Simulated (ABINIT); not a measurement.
# NaCl (Fm-3m): G0W0 in ABINIT against the screening cutoff in the self-energy

Wanted: the cheapest screening cutoff in the self-energy that holds the gap of NaCl (Fm-3m).

Method: PBE and many-body steps on it, plane waves, in ABINIT 10.8.3.

The database entry behind the starting cell differs from later determinations by our own check (an axis about 0.4 % short against later determinations), so it need not match the best structure at ambient conditions.

## Step 1: The starting structure

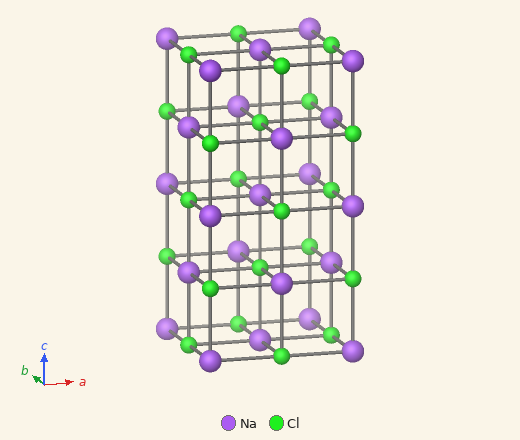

The starting structure, seen slightly off an axis (sodium purple, chlorine green). 1×1×2 cells are drawn. This picture shows the conventional cell, with its axes. Some periodic images of atoms are drawn too.

The cell and positions come from the Crystallography Open Database and are kept as given unless a step says otherwise.

## Step 2: Screening, 4×4×4 mesh, 80 bands, screening to 176.9 eV

This step: ABINIT 10.8.3; RPA screening on PBE, plane waves, norm-conserving pseudopotentials.

The RPA dielectric matrix is built and inverted for each q.

File run.abi:

```
acell 3*1.0 Angstrom
rprim 
  0.000000000000 2.810000000000 2.810000000000
  2.810000000000 0.000000000000 2.810000000000
  2.810000000000 2.810000000000 0.000000000000
ntypat 2
znucl 11 17
natom 2
typat 1 2
xred 
  0.000000000000 0.000000000000 0.000000000000
  0.500000000000 0.500000000000 0.500000000000
pp_dirpath "pseudos"
pseudos "Na.upf, Cl.upf"
ecut 38
ngkpt 4 4 4
nshiftk 1
shiftk 0 0 0
kptopt 1
chksymbreak 0
istwfk *1
occopt 1
irdwfk 1
optdriver 3
nband 80
ecuteps 6.5
inclvkb 2
awtr 1
symchi 1
indata_prefix "in"
outdata_prefix "out"
tmpdata_prefix "tmp"
```

Run with:

```console
> OMP_NUM_THREADS=1 mpirun -n 4 abinit run.abi > log
```

The log of the run:

```text
.Version 10.8.3 of ABINIT. v10.8.2 released Aug 2026.

 Symmetries : space group Fm -3 m (#225); Bravais cF (face-center cubic)
[... echo of the input left out ...]
== DATASET  1 ==================================================================
-   mpi_nproc: 4, omp_nthreads: 1 (-1 if OMP is not activated)

--- !DatasetInfo
iteration_state: {dtset: 1, }
dimensions: {natom: 2, nkpt: 8, mband: 80, nsppol: 1, nspinor: 1, nspden: 1, mpw: 3383, }
cutoff_energies: {ecut:  38.0, pawecutdg:  -1.0, }
electrons: {nelect:   1.60000000E+01, charge:   0.00000000E+00, occopt:   1.00000000E+00, tsmear:   1.00000000E-02, }

 SCREENING: Calculation of the susceptibility and dielectric matrices

 Based on a program developped by R.W. Godby, V. Olevano, G. Onida, and L. Reining.
 Incorporated in ABINIT by V. Olevano, G.-M. Rignanese, and M. Torrent.
.Using double precision arithmetic ; gwpc =  8

[... cell and pseudopotentials left out ...]
--------------------------------------------------------------------------------

 ==== K-mesh for the wavefunctions ====
 Number of points in the irreducible wedge :     8
[... list of points left out ...]
 Together with 48 symmetry operations and time-reversal symmetry
 yields    64 points in the full Brillouin Zone.

 ==== Q-mesh for the screening function ====
 Number of points in the irreducible wedge :     8
[... list of points left out ...]
 Together with 48 symmetry operations and time-reversal symmetry
 yields    64 points in the full Brillouin Zone.

 setmesh: FFT mesh size selected  =    30x   30x   30
          total number of points  =        27000

 vcoul_init : cutoff-mode = AUXILIARY_FUNCTION
 q-points for optical limit:   1
     1)      0.000010    0.000020    0.000030

- screening: taking advantage of time-reversal symmetry
- Maximum band index for partially occupied states nbvw = 8
- Remaining bands to be divided among processors   nbcw = 72
- Number of bands treated by each node ~18

 Number of electrons calculated from density =   16.0000; Expected =   16.0000
 average of density, n =  0.053429
 r_s =    1.6471
 omega_plasma =   22.2968 [eV]

 calculating chi0 at frequencies [eV] :
  1    0.000000E+00    0.000000E+00
  2    0.000000E+00    2.229681E+01

--------------------------------------------------------------------------------
  q-point number  1        q = ( 0.000000, 0.000000, 0.000000) [r.l.u.]
--------------------------------------------------------------------------------
[... chi0 elements left out ...]
 For q-point:  0.000010 0.000020 0.000030
  dielectric constant =   2.3806
  dielectric constant without local fields =   2.7950

  Average fulfillment of the sum rule on Im[epsilon] for q-point    1 :     55.67  [%]
[... wings left out ...]
  q-point number  2        q = ( 0.250000, 0.000000, 0.000000) [r.l.u.]
--------------------------------------------------------------------------------
[... chi0 elements left out ...]
  Average fulfillment of the sum rule on Im[epsilon] for q-point    2 :     65.25  [%]

 [... 6 further q-points ...]
```

Elapsed: 60 s, on 4 MPI ranks of Arm Neoverse N1, shared host; peak memory 0.74 GiB; 3.5 min of CPU time.

This step gave:

* ε∞ with local fields, on this mesh, along the program's q direction: 2.381
* the same without local fields: 2.795
* plasma frequency: 22.30 eV
* plane waves in the screening matrix: 259

Local fields lower ε∞ by 15 %. On a Γ-centred mesh this coarse the value itself is usually too large, while a short band sum pulls it down.

## Step 3: 0.7 Ha

This step: G0W0 on PBE, plane waves, norm-conserving pseudopotentials.

Edit run.abi of step 2 so:

```diff
@@ -23,8 +23,15 @@
 irdwfk 1
-optdriver 3
+optdriver 4
 nband 80
-ecuteps 6.5
-inclvkb 2
-awtr 1
-symchi 1
+gwcalctyp 0
+ecutsigx 38
+symsigma 1
+nkptgw 1
+kptgw 
+  0.0000000000 0.0000000000 0.0000000000
+bdgw 
+  6 12
+ecuteps 0.7
+irdscr 1
+ppmodel 1
 indata_prefix "in"
```

The log of the run:

```text
.Version 10.8.3 of ABINIT. v10.8.2 released Aug 2026.

 Symmetries : space group Fm -3 m (#225); Bravais cF (face-center cubic)
[... echo of the input left out ...]
== DATASET  1 ==================================================================
-   mpi_nproc: 4, omp_nthreads: 1 (-1 if OMP is not activated)

--- !DatasetInfo
iteration_state: {dtset: 1, }
dimensions: {natom: 2, nkpt: 8, mband: 80, nsppol: 1, nspinor: 1, nspden: 1, mpw: 3383, }
cutoff_energies: {ecut:  38.0, pawecutdg:  -1.0, }
electrons: {nelect:   1.60000000E+01, charge:   0.00000000E+00, occopt:   1.00000000E+00, tsmear:   1.00000000E-02, }

 SIGMA: Calculation of the GW corrections

 Based on a program developped by R.W. Godby, V. Olevano, G. Onida, and L. Reining.
 Incorporated in ABINIT by V. Olevano, G.-M. Rignanese, and M. Torrent.
.Using double precision arithmetic ; gwpc =  8

[... cell and pseudopotentials left out ...]
--------------------------------------------------------------------------------

 ==== K-mesh for the wavefunctions ====
 Number of points in the irreducible wedge :     8
[... list of points left out ...]
 Together with 48 symmetry operations and time-reversal symmetry
 yields    64 points in the full Brillouin Zone.

 ==== Q-mesh for screening function ====
 Number of points in the irreducible wedge :     8
[... list of points left out ...]
 Together with 48 symmetry operations and time-reversal symmetry
 yields    64 points in the full Brillouin Zone.

 vcoul_init : cutoff-mode = AUXILIARY_FUNCTION
 q-points for optical limit:   1
     1)      0.000010    0.000020    0.000030
 setmesh: FFT mesh size selected  =    45x   45x   45
          total number of points  =        91125

 Number of electrons calculated from density =   16.0000; Expected =   16.0000
 average of density, n =  0.053429
 r_s =    1.6471
 omega_plasma =   22.2968 [eV]

 === KS Band Gaps ===
  >>>> For spin  1
   Minimum direct gap =   5.1497 [eV], located at k-point      :   0.0000  0.0000  0.0000
   Fundamental gap    =   5.1497 [eV], Top of valence bands at :   0.0000  0.0000  0.0000
                                       Bottom of conduction at :   0.0000  0.0000  0.0000
 SIGMA fundamental parameters:
 PLASMON POLE MODEL  1
 number of plane-waves for SigmaX                 3383
 number of plane-waves for SigmaC and W              9
 number of plane-waves for wavefunctions          3383
 number of bands                                    80
 number of independent spin polarizations            1
 number of spinorial components                      1
 number of k-points in IBZ                           8
 number of q-points in IBZ                           8
 number of symmetry operations                      48
 number of k-points in BZ                           64
 number of q-points in BZ                           64
 number of frequencies for dSigma/dE                 9
 frequency step for dSigma/dE [eV]                0.25
 number of omega for Sigma on real axis              0
 max omega for Sigma on real axis  [eV]           0.00
 zcut for avoiding poles [eV]                     0.10

 EPSILON^-1 parameters (SCR file):
 dimension of the eps^-1 matrix on file            259
 dimension of the eps^-1 matrix used                 9
 number of plane-waves for wavefunctions          3383
 number of bands                                    80
 number of q-points in IBZ                           8
 number of frequencies                               2
 number of real frequencies                          1
 number of imag frequencies                          1

 matrix elements of self-energy operator (all in [eV])

 Perturbative Calculation

--- !SelfEnergy_ee
iteration_state: {dtset: 1, }
kpoint     : [   0.000,    0.000,    0.000, ]
spin       : 1
KS_gap     :    5.150
QP_gap     :    8.217
Delta_QP_KS:    3.067
data: !SigmaeeData |
     Band     E0 <VxcDFT>   SigX SigC(E0)      Z dSigC/dE  Sig(E)    E-E0       E
        6  -0.539 -14.493 -18.927   2.216   0.865  -0.156 -16.412  -1.919  -2.457
        7  -0.539 -14.493 -18.927   2.216   0.865  -0.156 -16.412  -1.919  -2.457
        8  -0.539 -14.493 -18.927   2.216   0.865  -0.156 -16.412  -1.919  -2.457
        9   4.611  -8.178  -4.163  -2.709   0.880  -0.137  -7.029   1.148   5.760
       10  10.523  -8.376  -3.599  -2.802   0.875  -0.143  -6.647   1.729  12.252
       11  10.523  -8.376  -3.599  -2.802   0.875  -0.143  -6.647   1.729  12.252
       12  10.523  -8.376  -3.599  -2.802   0.875  -0.143  -6.647   1.729  12.252

== END DATASET(S) ==============================================================
================================================================================

 -outvars: echo values of variables after computation  --------
           etotal      0.0000000000E+00
            nband          80
             nkpt           8
          spgroup         225
 [... the other variables as echoed above ...]

 Calculation completed.
```

It took 7 s on 4 MPI ranks; peak memory 0.67 GiB.

Numbers from this step:

```
G0W0 gap on the points computed              : 8.217 eV
starting gap on the mesh                     : 5.150 eV
k of the valence top                         : 0, 0, 0
k of the conduction bottom                   : 0, 0, 0
Z at the valence top                         : 0.865
Z at the conduction bottom                   : 0.88
least direct G0W0 gap on the computed points : 8.217 eV
```

## Step 4: 1.3 Ha

Edit run.abi of step 3 so:

```diff
@@ -33,3 +33,3 @@
   6 12
-ecuteps 0.7
+ecuteps 1.3
 irdscr 1
```

The log of the run:

```text
.Version 10.8.3 of ABINIT. v10.8.2 released Aug 2026.

 Symmetries : space group Fm -3 m (#225); Bravais cF (face-center cubic)
[... echo of the input left out ...]
== DATASET  1 ==================================================================
-   mpi_nproc: 4, omp_nthreads: 1 (-1 if OMP is not activated)

--- !DatasetInfo
iteration_state: {dtset: 1, }
dimensions: {natom: 2, nkpt: 8, mband: 80, nsppol: 1, nspinor: 1, nspden: 1, mpw: 3383, }
cutoff_energies: {ecut:  38.0, pawecutdg:  -1.0, }
electrons: {nelect:   1.60000000E+01, charge:   0.00000000E+00, occopt:   1.00000000E+00, tsmear:   1.00000000E-02, }

 SIGMA: Calculation of the GW corrections

 Based on a program developped by R.W. Godby, V. Olevano, G. Onida, and L. Reining.
 Incorporated in ABINIT by V. Olevano, G.-M. Rignanese, and M. Torrent.
.Using double precision arithmetic ; gwpc =  8

[... cell and pseudopotentials left out ...]
--------------------------------------------------------------------------------

 ==== K-mesh for the wavefunctions ====
 Number of points in the irreducible wedge :     8
[... list of points left out ...]
 Together with 48 symmetry operations and time-reversal symmetry
 yields    64 points in the full Brillouin Zone.

 ==== Q-mesh for screening function ====
 Number of points in the irreducible wedge :     8
[... list of points left out ...]
 Together with 48 symmetry operations and time-reversal symmetry
 yields    64 points in the full Brillouin Zone.

 vcoul_init : cutoff-mode = AUXILIARY_FUNCTION
 q-points for optical limit:   1
     1)      0.000010    0.000020    0.000030
 setmesh: FFT mesh size selected  =    45x   45x   45
          total number of points  =        91125

 Number of electrons calculated from density =   16.0000; Expected =   16.0000
[...]
number of q-points in BZ                           64
 number of frequencies for dSigma/dE                 9
 frequency step for dSigma/dE [eV]                0.25
 number of omega for Sigma on real axis              0
 max omega for Sigma on real axis  [eV]           0.00
 zcut for avoiding poles [eV]                     0.10

 EPSILON^-1 parameters (SCR file):
 dimension of the eps^-1 matrix on file            259
 dimension of the eps^-1 matrix used                15
 number of plane-waves for wavefunctions          3383
 number of bands                                    80
 number of q-points in IBZ                           8
 number of frequencies                               2
 number of real frequencies                          1
 number of imag frequencies                          1

 matrix elements of self-energy operator (all in [eV])

 Perturbative Calculation

--- !SelfEnergy_ee
iteration_state: {dtset: 1, }
kpoint     : [   0.000,    0.000,    0.000, ]
spin       : 1
KS_gap     :    5.150
QP_gap     :    7.800
Delta_QP_KS:    2.650
data: !SigmaeeData |
     Band     E0 <VxcDFT>   SigX SigC(E0)      Z dSigC/dE  Sig(E)    E-E0       E
        6  -0.539 -14.493 -18.927   2.358   0.844  -0.184 -16.245  -1.752  -2.291
        7  -0.539 -14.493 -18.927   2.358   0.844  -0.184 -16.245  -1.752  -2.291
        8  -0.539 -14.493 -18.927   2.358   0.844  -0.184 -16.245  -1.752  -2.291
        9   4.611  -8.178  -4.163  -2.985   0.872  -0.147  -7.280   0.898   5.509
       10  10.523  -8.376  -3.599  -3.042   0.866  -0.155  -6.874   1.502  12.025
       11  10.523  -8.376  -3.599  -3.042   0.866  -0.155  -6.874   1.502  12.025
       12  10.523  -8.376  -3.599  -3.042   0.866  -0.155  -6.874   1.502  12.025

== END DATASET(S) ==============================================================
================================================================================

 -outvars: echo values of variables after computation  --------
           etotal      0.0000000000E+00
            nband          80
             nkpt           8
          spgroup         225
 [... the other variables as echoed above ...]

 Calculation completed.
```

Wall time 7.3 s (4 MPI ranks); peak memory 0.67 GiB.

This step gave:

```yaml
g0w0_gap_on_the_points_computed: 7.800 eV
starting_gap_on_the_mesh: 5.150 eV
k_of_the_valence_top: 0, 0, 0
k_of_the_conduction_bottom: 0, 0, 0
z_at_the_valence_top: 0.844
z_at_the_conduction_bottom: 0.872
least_direct_g0w0_gap_on_the_computed_points: 7.800 eV
```

## Step 5: 2.3 Ha

The self-energy is evaluated for the states that the input lists, and the levels follow from it, in one-shot runs by the linearised quasiparticle equation.

Edit run.abi of step 4 so:

```diff
@@ -33,3 +33,3 @@
   6 12
-ecuteps 1.3
+ecuteps 2.3
 irdscr 1
```

The log of the run:

```text
.Version 10.8.3 of ABINIT. v10.8.2 released Aug 2026.

 Symmetries : space group Fm -3 m (#225); Bravais cF (face-center cubic)
[... echo of the input left out ...]
== DATASET  1 ==================================================================
-   mpi_nproc: 4, omp_nthreads: 1 (-1 if OMP is not activated)

--- !DatasetInfo
iteration_state: {dtset: 1, }
dimensions: {natom: 2, nkpt: 8, mband: 80, nsppol: 1, nspinor: 1, nspden: 1, mpw: 3383, }
cutoff_energies: {ecut:  38.0, pawecutdg:  -1.0, }
[...]
10  10.523  -8.376  -3.599  -3.184   0.859  -0.164  -7.007   1.369  11.893
       11  10.523  -8.376  -3.599  -3.184   0.859  -0.164  -7.007   1.369  11.893
       12  10.523  -8.376  -3.599  -3.184   0.859  -0.164  -7.007   1.369  11.893

== END DATASET(S) ==============================================================
================================================================================

 -outvars: echo values of variables after computation  --------
           etotal      0.0000000000E+00
            nband          80
             nkpt           8
          spgroup         225
 [... the other variables as echoed above ...]

 Calculation completed.
```

The job ended after 9.8 s (4 MPI ranks; peak memory 0.52 GiB).

Numbers from this step:

- G0W0 gap on the points computed: 7.863 eV
- starting gap on the mesh: 5.150 eV
- k of the valence top: 0, 0, 0
- k of the conduction bottom: 0, 0, 0
- least direct G0W0 gap on the computed points: 7.863 eV

The gap on the mesh goes from 5.15 eV to 7.86 eV, a correction of +2.71 eV.

(Continued in part 2 of 2.)

[Paths, hosts, dates, memory and timing lines, banners, echoed tables and standing remarks are left out of the program output.]

[Logs are printed without paths, hosts, clocks, repeated set-up lines and the standing remarks that a program may print on its own settings, such as how far it seeks lower states.]

[Runs of the session that timed out or met a known fault of the program may be left out.]

[Hosts, paths, dates, database ids (printed as entryN), source tags and the programs' standing remarks are cut or masked in the printed files.]

[G0W0 gaps are taken among the corrected bands and points alone; a level outside them can change the order at an edge.]

[Where Ansatz stands beside ABINIT at settings called matched, ABINIT's density can come from a denser mesh and the files from another edition; pairs whose starting gaps differed by over 0.03 eV were left out, so agreement reads better than it is.]
